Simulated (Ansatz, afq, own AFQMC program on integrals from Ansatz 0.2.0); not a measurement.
**SiNH₅ (singlet): AFQMC on the coupled-cluster ladder, cc-pVDZ**

Aim: compute SiNH₅ (singlet) with auxiliary-field quantum Monte Carlo on the same integrals as coupled cluster, and set the energies side by side.

The runs use Ansatz 0.2.0, Gaussian basis, and an in-house AFQMC program (afq) on its integrals; all values are calculated; cc-pVDZ, frozen cores.

To be run: PBE (unrestricted); r2SCAN (unrestricted); PBE0 (unrestricted); B3LYP (unrestricted); wB97M-V (unrestricted); B2PLYP (unrestricted); CCSD(T) on RHF; Phaseless AFQMC, CISD trial on RHF; Phaseless AFQMC, single-determinant trial on RHF; Free-projection AFQMC, CISD trial on RHF; UHF.

## 1. What is computed

The geometry is a PBE0/def2-TZVP stationary point (not a proven minimum).

7 atoms, charge 0, spin multiplicity 1.

Atoms are counted from 1 here; the program's logs count them from 0.

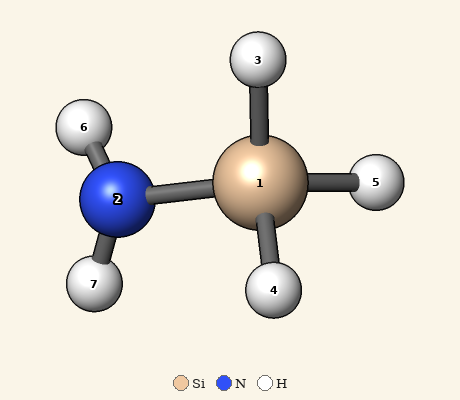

The geometry (silicon light orange, nitrogen blue, hydrogen white); atoms are numbered from 1 in the order of the file.

Geometry (Å):

```
Si   -0.01135    0.00000    0.57261
N     0.05385    0.00000   -1.14653
H     0.68427   -1.22068    1.05583
H     0.68427    1.22069    1.05583
H    -1.37853    0.00000    1.17525
H    -0.21107   -0.82832   -1.65483
H    -0.21107    0.82832   -1.65483
```

## 2. PBE (unrestricted)

The input, in.yaml:

```yaml
crystal:
  periodic: [false, false, false]
  atoms:
    - {symbol: Si, position_ang: [-0.011347, 0.000000, 0.572608]}
    - {symbol: N, position_ang: [0.053849, 0.000000, -1.146526]}
    - {symbol: H, position_ang: [0.684273, -1.220684, 1.055828]}
    - {symbol: H, position_ang: [0.684271, 1.220686, 1.055828]}
    - {symbol: H, position_ang: [-1.378529, -0.000001, 1.175249]}
    - {symbol: H, position_ang: [-0.211071, -0.828320, -1.654829]}
    - {symbol: H, position_ang: [-0.211072, 0.828319, -1.654829]}
basis:
  gaussian: {orbitals: cc-pVDZ}
magnetization: {spin_polarized: true, initial_magnetization: 0}
hamiltonian: {xc: {name: PBE}}
output: {orbitals: {seedname: orbitals}}
```

The run is started by

```console
> ansatz run in.yaml --threads 1 --pin off --events-out ev --progress --plain --max-ram 1843MiB
```

Log:

```text
Functional definition: PBE
  name "PBE"
  cite "Perdew, Burke & Ernzerhof, Phys. Rev. Lett. 77, 3865 (1996) doi:10.1103/PhysRevLett.77.3865"
  parent pbe
  parameter kappa = 0.804
  parameter beta = 0.06672455060314922
  exchange = pbe_x(kappa = kappa, mu = beta*pi^2/3)
  correlation = pbe_c(beta = beta)
726 factors; their error is unknown
mean field evaluation 1: about -9435.9150 eV, gradient 4.2e1 eV
mean field evaluation 2: about -9411.4761 eV, gradient 7.7e1 eV
mean field evaluation 4: about -9442.9147 eV, gradient 1.8e0 eV
mean field evaluation 8: about -9442.9299 eV, gradient 1.8e-2 eV
mean field -9442.92988479 eV, -347.0212726182 hartree, gradient 4.4e-5 eV, S^2 0.000000; 0 other end points of the search recorded, 0 dependent functions left out
reference -9442.92991839 eV, -347.0212738530 hartree; 13, 13 occupied and 44, 44 virtual orbitals, 726 factors
Total energy: -9442.92991839 eV, -347.0212738530 hartree
```

Run time: 1.4 s. Hardware: 1 thread of Arm Neoverse V2, shared host.

From the report: ⟨S²⟩ of the determinant 0.000 (pure singlet: 0.00).

## 3. r2SCAN (unrestricted)

Changes to in.yaml since step 2:

```diff
@@ -13,3 +13,2 @@
 magnetization: {spin_polarized: true, initial_magnetization: 0}
-hamiltonian: {xc: {name: PBE}}
-output: {orbitals: {seedname: orbitals}}
+hamiltonian: {xc: {name: r2SCAN}}
```

Same command.

Log:

```text
Functional definition: r2SCAN
  name "r2SCAN"
  cite "Furness, Kaplan, Ning, Perdew & Sun, J. Phys. Chem. Lett. 11, 8208 (2020) doi:10.1021/acs.jpclett.0c02405"
  cite "Furness, Kaplan, Ning, Perdew & Sun, J. Phys. Chem. Lett. 11, 9248 (2020) doi:10.1021/acs.jpclett.0c03077"
  parent r2scan
  parameter k0 = 0.174
  parameter k1 = 0.065
  parameter a1 = 4.9479
  exchange = r2scan_x(k0 = k0, k1 = k1, a1 = a1)
  correlation = r2scan_c
726 factors; their error is unknown
mean field evaluation 1: about -9441.9058 eV, gradient 3.8e1 eV
mean field evaluation 2: about -9429.0051 eV, gradient 6.2e1 eV
mean field evaluation 4: about -9447.5811 eV, gradient 1.1e0 eV
mean field evaluation 8: about -9447.5745 eV, gradient 1.2e-2 eV
mean field -9447.57453739 eV, -347.1919604531 hartree, gradient 2.5e-5 eV, S^2 0.000000; 0 other end points of the search recorded, 0 dependent functions left out
reference -9447.57454753 eV, -347.1919608257 hartree; 13, 13 occupied and 44, 44 virtual orbitals, 726 factors
Total energy: -9447.57454753 eV, -347.1919608257 hartree
```

It took 3.4 s on 1 thread of Arm Neoverse V2, shared host.

From the report: ⟨S²⟩ of the determinant 0.000 (pure singlet: 0.00).

## 4. PBE0 (unrestricted)

Changes to in.yaml since step 3:

```diff
@@ -13,2 +13,3 @@
 magnetization: {spin_polarized: true, initial_magnetization: 0}
-hamiltonian: {xc: {name: r2SCAN}}
+hamiltonian: {xc: {name: PBE0}}
+output: {orbitals: {seedname: orbitals}}
```

Launched as before.

Log:

```text
Functional definition: PBE0
  name "PBE0"
  cite "Adamo & Barone, J. Chem. Phys. 110, 6158 (1999) doi:10.1063/1.478522"
  cite "Perdew, Burke & Ernzerhof, Phys. Rev. Lett. 77, 3865 (1996) doi:10.1103/PhysRevLett.77.3865"
  parent pbe
  parameter a = 0.25
  parameter kappa = 0.804
  parameter beta = 0.06672455060314922
  exchange = (1 - a)*pbe_x(kappa = kappa, mu = beta*pi^2/3) + a*exact_x
  correlation = pbe_c(beta = beta)
533 factors; integrals over basis functions are off by at most 1.2e-3 eV
mean field evaluation 1: about -9439.5499 eV, gradient 3.4e1 eV
mean field evaluation 2: about -9434.4560 eV, gradient 4.6e1 eV
mean field evaluation 4: about -9443.9498 eV, gradient 4.9e-1 eV
mean field evaluation 8: about -9444.0654 eV, gradient 2.2e-2 eV
mean field evaluation 16: about -9444.0654 eV, gradient 1.1e-5 eV
mean field -9444.06543189 eV, -347.0630032045 hartree, gradient 1.1e-5 eV, S^2 0.000000; 0 other end points of the search recorded, 0 dependent functions left out
reference -9444.06545671 eV, -347.0630041167 hartree; 13, 13 occupied and 44, 44 virtual orbitals, 533 factors
Total energy: -9444.06545671 eV, -347.0630041167 hartree
```

It took 1.8 s on 1 thread of Arm Neoverse V2, shared host.

From the report: ⟨S²⟩ of the determinant 0.000 (pure singlet: 0.00).

## 5. B3LYP (unrestricted)

Changes to in.yaml since step 4:

```diff
@@ -13,3 +13,2 @@
 magnetization: {spin_polarized: true, initial_magnetization: 0}
-hamiltonian: {xc: {name: PBE0}}
-output: {orbitals: {seedname: orbitals}}
+hamiltonian: {xc: {name: B3LYP}}
```

The command is unchanged.

Log, cut to the lines that bear on the results:

```text
Functional definition: B3LYP
  name "B3LYP"
  cite "Stephens, Devlin, Chabalowski & Frisch, J. Phys. Chem. 98, 11623 (1994) doi:10.1021/j100096a001"
  cite "Becke, Phys. Rev. A 38, 3098 (1988) doi:10.1103/PhysRevA.38.3098"
  cite "Lee, Yang & Parr, Phys. Rev. B 37, 785 (1988) doi:10.1103/PhysRevB.37.785"
  cite "Vosko, Wilk & Nusair, Can. J. Phys. 58, 1200 (1980) doi:10.1139/p80-159"
[...]
533 factors; integrals over basis functions are off by at most 1.2e-3 eV
[...]
mean field -9449.92577186 eV, -347.2783667263 hartree, gradient 1.0e-5 eV, S^2 0.000000; 0 other end points of the search recorded, 0 dependent functions left out
reference -9449.92600296 eV, -347.2783752190 hartree; 13, 13 occupied and 44, 44 virtual orbitals, 533 factors
Total energy: -9449.92600296 eV, -347.2783752190 hartree
```

Run time: 1.8 s. Hardware: 1 thread of Arm Neoverse V2, shared host.

From the report: ⟨S²⟩ of the determinant 0.000 (pure singlet: 0.00).

## 6. wB97M-V (unrestricted)

Changes to in.yaml since step 5:

```diff
@@ -13,2 +13,3 @@
 magnetization: {spin_polarized: true, initial_magnetization: 0}
-hamiltonian: {xc: {name: B3LYP}}
+hamiltonian: {xc: {name: wB97M-V}}
+output: {orbitals: {seedname: orbitals}}
```

The command is unchanged.

Log, cut to the lines that bear on the results:

```text
Functional definition: wB97M-V
  name "wB97M-V"
  cite "Mardirossian & Head-Gordon, J. Chem. Phys. 144, 214110 (2016) doi:10.1063/1.4952647"
  cite "Becke, J. Chem. Phys. 107, 8554 (1997) doi:10.1063/1.475007"
  cite "Vydrov & Van Voorhis, J. Chem. Phys. 133, 244103 (2010) doi:10.1063/1.3521275"
  # Of w^i u^j: cxij and so on, Table III.
[...]
  gx(w, u) = 1 - cx + cx01*u + cx10*w
  gss(w, u) = css00 + css04*u^4 + css10*w + css20*w^2 + css43*w^4*u^3
  gos(w, u) = cos00 + cos10*w + (cos20 + cos21*u)*w^2 + (cos60 + cos61*u)*w^6
[...]
      + integral(e_c_pw_mod_opposite_spin*gos(b97_w_opposite, b97_u_opposite)) + vv10(b, c)
533 factors; integrals over basis functions are off by at most 1.2e-3 eV
193 factors; integrals over basis functions are off by at most 8.7e-6 eV
[...]
mean field -9447.63796996 eV, -347.1942915571 hartree, gradient 2.9e-5 eV, S^2 0.000000; 0 other end points of the search recorded, 0 dependent functions left out
reference -9447.63800682 eV, -347.1942929116 hartree; 13, 13 occupied and 44, 44 virtual orbitals, 533 factors
Total energy: -9447.63800682 eV, -347.1942929116 hartree
```

Run time: 8 s. Hardware: 1 thread of Arm Neoverse V2, shared host.

From the report: ⟨S²⟩ of the determinant 0.000 (pure singlet: 0.00).

## 7. B2PLYP (unrestricted)

Changes to in.yaml since step 6:

```diff
@@ -13,3 +13,3 @@
 magnetization: {spin_polarized: true, initial_magnetization: 0}
-hamiltonian: {xc: {name: wB97M-V}}
-output: {orbitals: {seedname: orbitals}}
+hamiltonian: {xc: {name: B2PLYP}}
+correlation: {electrons: outside_noble_gas}
```

Same command.

Log, cut to the lines that bear on the results:

```text
Functional definition: B2PLYP
  name "B2PLYP"
  cite "Grimme, J. Chem. Phys. 124, 034108 (2006) doi:10.1063/1.2148954"
  cite "Becke, Phys. Rev. A 38, 3098 (1988) doi:10.1103/PhysRevA.38.3098"
  cite "Lee, Yang & Parr, Phys. Rev. B 37, 785 (1988) doi:10.1103/PhysRevB.37.785"
[...]
533 factors; integrals over basis functions are off by at most 1.2e-3 eV
[...]
mean field -9441.54018746 eV, -346.9702021832 hartree, gradient 8.0e-6 eV, S^2 0.000000; 0 other end points of the search recorded, 0 dependent functions left out
6 core orbitals not correlated: weight in the atoms' cores, before any rotation towards them, 1.000 or more for the frozen orbitals, at most 0.000 for the correlated occupied ones
reference -9441.54033382 eV, -346.9702075620 hartree; 7, 7 occupied and 44, 44 virtual orbitals, 533 factors
second order -9.35935354 eV of doubles, -0.00000000 eV of singles
Total energy: -9444.06735927 eV, -347.0630740346 hartree
```

Run time: 1.8 s. Hardware: 1 thread of Arm Neoverse V2, shared host.

From the report: ⟨S²⟩ of the determinant 0.000 (pure singlet: 0.00).

## 8. CCSD(T) on RHF

Changes to in.yaml since step 7:

```diff
@@ -12,4 +12,3 @@
   gaussian: {orbitals: cc-pVDZ}
-magnetization: {spin_polarized: true, initial_magnetization: 0}
-hamiltonian: {xc: {name: B2PLYP}}
-correlation: {electrons: outside_noble_gas}
+magnetization: {spin_polarized: false}
+correlation: {method: ccsd_t, electrons: outside_noble_gas, hamiltonian_folder: ham}
```

The command is unchanged.

Log, cut to the lines that bear on the results:

```text
Functional definition: HF
  name "HF"
  cite "Fock, Z. Phys. 61, 126 (1930) doi:10.1007/BF01340294"
  parent pbe
[...]
533 factors; integrals over basis functions are off by at most 1.2e-3 eV
[...]
mean field -9423.45193298 eV, -346.3054710921 hartree, gradient 2.0e-6 eV, S^2 0.000000; 0 other end points of the search recorded, 0 dependent functions left out
6 core orbitals not correlated: weight in the atoms' cores, before any rotation towards them, 1.000 or more for the frozen orbitals, at most 0.000 for the correlated occupied ones
reference -9423.45193298 eV, -346.3054710921 hartree; 7, 7 occupied and 44, 44 virtual orbitals, 533 factors
second order -7.67370111 eV of doubles, -0.00000000 eV of singles
cycle   1  -8.32382265 eV  change   -6.5e-1 eV  update   6.3e-2
[...]
cycle   9  -8.62373319 eV  change    9.7e-7 eV  update   7.5e-6
perturbative correction -0.18487105 eV, -0.0067938856 hartree
Total energy: -9432.26053722 eV, -346.6291813270 hartree
```

It took 0.78 s on 1 thread of Arm Neoverse V2, shared host.

From the report: correlation -8.8086 eV; T1 0.010; largest double amplitude 0.03.

This run also writes the integrals to the folder ham.

## 9. Phaseless AFQMC, CISD trial on RHF

It reads the integrals that the CCSD(T) run on this determinant wrote.

The run is started by

```console
> afq ham --method phaseless --trial cisd --walkers 60 --populations 1 --least-time 40 --time-step 0.005 --steps-per-block 50 --equilibration-blocks 28 --max-blocks 300 --target-error 0.00045 --factor-cut 1e-05 --seed 9927 --release-times 0.24,0.51,0.99,1.62,2.4 --release-step 0.03 --release-every 4 --taylor-order 6
```

Log:

```text
orbitals 51  electrons 7 7  factors 405 of 533
reference energy -346.30547109 Eh
CCSD correlation -0.31691622 Eh in 9 cycles, weight of the determinant in the CISD state 0.8823
energy of the start -346.622387 Eh
 block  time / (1/Eh)  mean weight  energy / Eh
     1     0.250  0.9958  -346.616913
     2     0.500  1.0016  -346.621290
     3     0.750  1.0002  -346.620522
     4     1.000  1.0002  -346.621060
     5     1.250  0.9990  -346.622209
     6     1.500  0.9998  -346.631576
     7     1.750  0.9998  -346.628582
     8     2.000  1.0000  -346.628250
     9     2.250  0.9986  -346.641105
    10     2.500  1.0013  -346.634752
    17     4.250  1.0005  -346.627494
    25     6.250  1.0001  -346.627894
    33     8.250  1.0027  -346.632589
    41    10.250  1.0010  -346.627758
    49    12.250  1.0013  -346.629920
    57    14.250  1.0009  -346.628941
    65    16.250  1.0010  -346.623948
    73    18.250  1.0004  -346.635135
    81    20.250  1.0014  -346.626989
    89    22.250  1.0025  -346.631878
    97    24.250  0.9984  -346.633148
   105    26.250  1.0026  -346.637321
   113    28.250  0.9997  -346.627364
   121    30.250  0.9997  -346.640847
   129    32.250  1.0004  -346.627554
   137    34.250  1.0018  -346.630087
   145    36.250  1.0004  -346.635725
   153    38.250  1.0009  -346.634584
   161    40.250  0.9995  -346.627038
   169    42.250  1.0016  -346.637360
   177    44.250  1.0041  -346.643965
   185    46.250  0.9965  -346.631106
   193    48.250  0.9995  -346.628499
   201    50.250  0.9999  -346.632046
   209    52.250  0.9997  -346.630601
   217    54.250  1.0034  -346.625010
   225    56.250  0.9981  -346.628435
   233    58.250  1.0005  -346.623949
   241    60.250  1.0002  -346.641961
   249    62.250  0.9992  -346.628447
   257    64.250  1.0017  -346.632660
   265    66.250  0.9972  -346.627569
   273    68.250  0.9996  -346.629269
   281    70.250  1.0033  -346.630729
   289    72.250  0.9961  -346.636916
   297    74.250  0.9981  -346.631242
   305    76.250  1.0010  -346.626214
   313    78.250  1.0013  -346.623865
   321    80.250  0.9981  -346.628804
blocks merged  error / Eh  count
     1  0.000318  300
     2  0.000396  150
     4  0.000476  75
     8  0.000510  37
    16  0.000535  18
    32  0.000456  9
released: time / (1/Eh)  energy / Eh  error  mean overlap
  0.24  -346.630775  0.000417  0.9870
  0.51  -346.630765  0.000332  0.9802
  0.99  -346.629856  0.000438  0.9959
  1.62  -346.630899  0.000708  0.9840
  2.40  -346.630575  0.000728  0.9829
energy -346.630903 +/- 0.000535 Eh
```

Run time: 10 min. Hardware: 1 thread of Arm Neoverse V2, shared host; peak memory 0.32 GiB.

Energy -9432.3074 ± 0.0146 eV. Caveats: constraint bias not in the error.

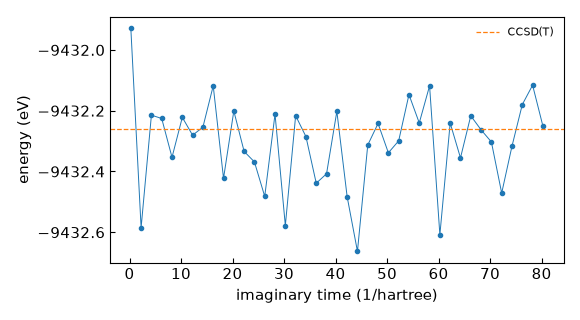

Block energies along the walk.

## 10. Phaseless AFQMC, single-determinant trial on RHF

It reads the integrals that the CCSD(T) run on this determinant wrote.

The run is started by

```console
> afq ham --method phaseless --trial hf --walkers 120 --populations 1 --least-time 40 --time-step 0.005 --steps-per-block 20 --equilibration-blocks 112 --max-blocks 600 --target-error 0.00135 --factor-cut 1e-05 --seed 7798 --taylor-order 6
```

Log:

```text
orbitals 51  electrons 7 7  factors 405 of 533
reference energy -346.30547109 Eh
CCSD correlation -0.31691622 Eh in 9 cycles, weight of the determinant in the CISD state 0.8823
energy of the start -346.305471 Eh
 block  time / (1/Eh)  mean weight  energy / Eh
     1     0.100  1.0027  -346.387795
     2     0.200  1.0006  -346.434703
     3     0.300  1.0038  -346.495664
     4     0.400  1.0028  -346.519624
     5     0.500  1.0018  -346.554708
     6     0.600  1.0023  -346.585896
     7     0.700  0.9993  -346.591011
     8     0.800  1.0009  -346.620155
     9     0.900  1.0028  -346.650085
    10     1.000  1.0005  -346.632672
    18     1.800  0.9994  -346.657671
    35     3.500  0.9995  -346.613821
    52     5.200  1.0016  -346.623752
    69     6.900  0.9962  -346.605377
    86     8.600  1.0009  -346.597366
   103    10.300  1.0014  -346.634203
   120    12.000  0.9977  -346.626875
   137    13.700  0.9996  -346.620515
   154    15.400  1.0007  -346.625530
   171    17.100  1.0031  -346.649354
   188    18.800  0.9991  -346.638125
   205    20.500  0.9989  -346.572814
   222    22.200  0.9993  -346.631669
   239    23.900  0.9969  -346.629995
   256    25.600  0.9989  -346.615890
   273    27.300  1.0010  -346.639179
   290    29.000  1.0008  -346.627967
   307    30.700  0.9994  -346.629361
   324    32.400  1.0005  -346.638999
   341    34.100  1.0008  -346.654110
   358    35.800  1.0009  -346.665423
   375    37.500  1.0013  -346.602257
   392    39.200  0.9998  -346.620273
   409    40.900  1.0015  -346.638352
   426    42.600  1.0002  -346.622511
   443    44.300  1.0018  -346.632472
   460    46.000  1.0002  -346.657281
   477    47.700  1.0000  -346.627437
   494    49.400  0.9984  -346.642649
   511    51.100  1.0006  -346.623252
   528    52.800  1.0014  -346.629101
   545    54.500  1.0009  -346.643365
   562    56.200  1.0016  -346.626977
   579    57.900  0.9989  -346.645872
   596    59.600  0.9994  -346.679816
   613    61.300  1.0023  -346.631442
   630    63.000  1.0020  -346.676454
   647    64.700  0.9990  -346.621379
   664    66.400  0.9996  -346.640655
   681    68.100  1.0014  -346.622361
   698    69.800  0.9996  -346.662367
blocks merged  error / Eh  count
     1  0.000962  600
     2  0.001262  300
     4  0.001588  150
     8  0.001962  75
    16  0.002088  37
    32  0.002257  18
    64  0.002214  9
energy -346.634258 +/- 0.002257 Eh
```

It took 6 min on 1 thread of Arm Neoverse V2, shared host; peak memory 0.32 GiB.

Energy -9432.3987 ± 0.0614 eV. Caveats: constraint bias not in the error; error above the target.

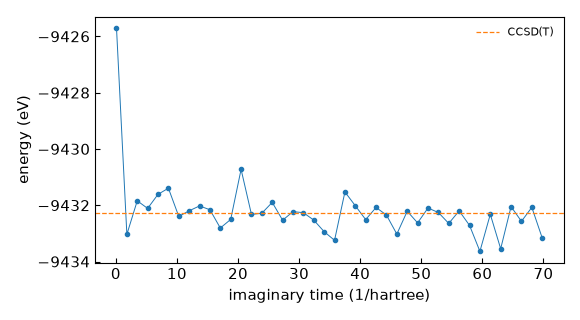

Block energies along the walk.

## 11. Free-projection AFQMC, CISD trial on RHF

It reads the integrals that the CCSD(T) run on this determinant wrote.

The run is started by

```console
> afq ham --method free --trial cisd --walkers 60 --time-step 0.03 --max-blocks 80 --target-error 0.00045 --factor-cut 1e-05 --seed 4538 --times 0,0.21,0.42,0.81,1.2,1.8,2.4,3 --taylor-order 8
```

Log:

```text
orbitals 51  electrons 7 7  factors 405 of 533
reference energy -346.30547109 Eh
CCSD correlation -0.31691622 Eh in 9 cycles, weight of the determinant in the CISD state 0.8823
repeat  energy at the last time / Eh  error
    10  -346.628582  0.001376
    20  -346.629827  0.001359
    30  -346.629352  0.001034
    40  -346.629666  0.001019
    50  -346.628831  0.001041
    60  -346.628584  0.000900
    70  -346.628719  0.000800
    80  -346.628755  0.000735
time / (1/Eh)  energy / Eh  error  mean overlap
  0.00  -346.622353  0.000358  1.1336
  0.21  -346.626802  0.000349  1.1281
  0.42  -346.627828  0.000379  1.1372
  0.81  -346.628735  0.000334  1.1632
  1.20  -346.630138  0.000419  1.1341
  1.80  -346.630800  0.000608  1.1369
  2.40  -346.630743  0.000632  1.1274
  3.00  -346.628755  0.000735  1.1254
energy -346.628755 +/- 0.000735 Eh
```

Run time: 5.9 min. Hardware: 1 thread of Arm Neoverse V2, shared host; peak memory 0.32 GiB.

Energy -9432.2489 ± 0.0200 eV. The run doesn't count as converged. Caveats: remainder of the start not in the error; start not forgotten; error above the target.

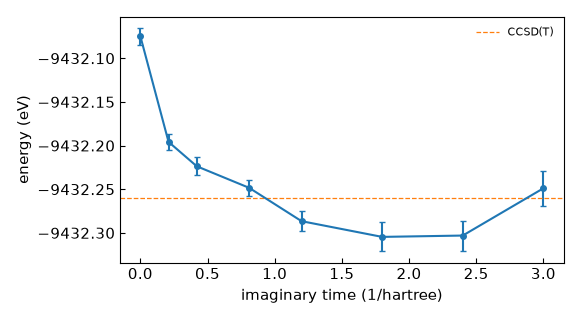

Energy against projection time, with error bars.

## 12. UHF

Changes to in.yaml since step 8:

```diff
@@ -12,3 +12,4 @@
   gaussian: {orbitals: cc-pVDZ}
-magnetization: {spin_polarized: false}
-correlation: {method: ccsd_t, electrons: outside_noble_gas, hamiltonian_folder: ham}
+magnetization: {spin_polarized: true, initial_magnetization: 0}
+hamiltonian: {xc: hf}
+output: {orbitals: {seedname: orbitals}}
```

The run is started by

```console
> ansatz run in.yaml --threads 1 --pin off --events-out ev --progress --plain --max-ram 1843MiB
```

Log:

```text
Functional definition: HF
  name "HF"
  cite "Fock, Z. Phys. 61, 126 (1930) doi:10.1007/BF01340294"
  parent pbe
  exchange = exact_x
  correlation = 0
533 factors; integrals over basis functions are off by at most 1.2e-3 eV
mean field evaluation 1: about -9421.5758 eV, gradient 2.0e1 eV
mean field evaluation 2: about -9421.5777 eV, gradient 2.0e1 eV
mean field evaluation 4: about -9423.4335 eV, gradient 1.5e0 eV
mean field evaluation 8: about -9423.4519 eV, gradient 2.0e-5 eV
mean field -9423.45193298 eV, -346.3054710921 hartree, gradient 2.7e-5 eV, S^2 0.000000; 0 other end points of the search recorded, 0 dependent functions left out
reference -9423.45193298 eV, -346.3054710921 hartree; 13, 13 occupied and 44, 44 virtual orbitals, 533 factors
Total energy: -9423.45193298 eV, -346.3054710921 hartree
```

Run time: 0.39 s. Hardware: 1 thread of Arm Neoverse V2, shared host; peak memory 0.32 GiB.

From the report: ⟨S²⟩ of the determinant 0.000 (pure singlet: 0.00).

## 13. AFQMC on the ladder

On the RHF determinant, counted from CCSD(T) (a yardstick, not exact):

```tsv
level	energy (eV)	from CCSD(T) (meV)	statistical error (meV)	time
HF	-9423.4519	+8808.6		
MP2	-9431.1256	+1134.9		
CCSD	-9432.0757	+184.9		
CCSD(T)	-9432.2605	0.0		
Phaseless AFQMC, CISD trial, step 0.005, 60 walkers	-9432.3074	-46.9	14.6	10 min
Phaseless AFQMC, single-determinant trial, step 0.005, 120 walkers	-9432.3987	-138.1	61.4	6 min
```

The functionals' totals stand on their own zeros and serve differences with other points: PBE -9442.930 eV; r2SCAN -9447.575 eV; PBE0 -9444.065 eV; B3LYP -9449.926 eV; wB97M-V -9447.638 eV; B2PLYP -9444.067 eV.

## 14. Outcome

| quantity | value |
| --- | --- |
| Phaseless AFQMC, CISD trial on RHF from CCSD(T) | -46.9 ± 14.6 meV |
| Phaseless AFQMC, single-determinant trial on RHF from CCSD(T) | -138.1 ± 61.4 meV |

On RHF the phaseless walk with the CISD trial lies -46.9 meV from CCSD(T), 3 times its error bar. Error bars are statistical and leave out the constraint, the time step and what remains of the start.
